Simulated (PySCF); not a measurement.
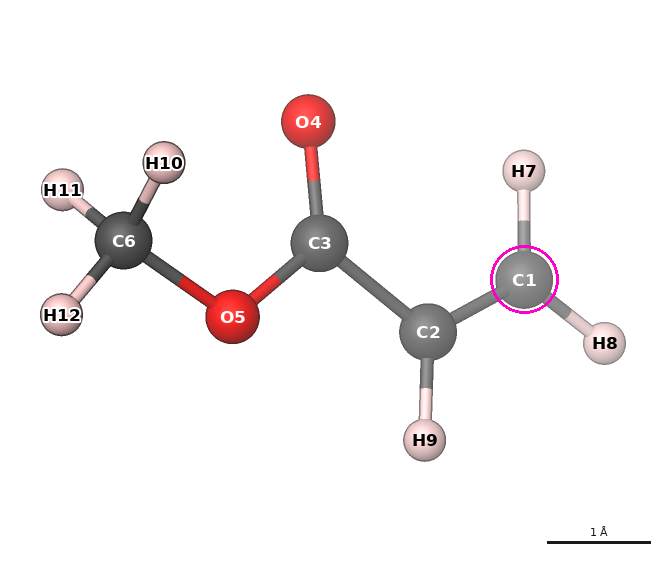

Orthographic view. Depth is shown by fading: the farther an atom, the more it takes the colour of the background. The computed structure is the end point of a PBE0-D3(BJ)/def2-TZVP optimisation. No frequency run is at hand to confirm it as a minimum.

Question: Which atoms are bonded to the circled atom?

Answer: The circled atom is C1; it is bonded to C2, H7, H8.

Question: Which two atoms are farthest apart in space?

Answer: H8 and H12, 6.44 Å.

Question: Of C6 and H11, which is nearer the viewer?

Answer: C6; the bond to H11 points away from the viewer, so it looks shorter than its 1.09 Å.

Question: What is the shortest path along bonds from the circled atom to H11?

Answer: C1–C2–C3–O5–C6–H11, 5 bonds; through space the two are 4.97 Å apart.
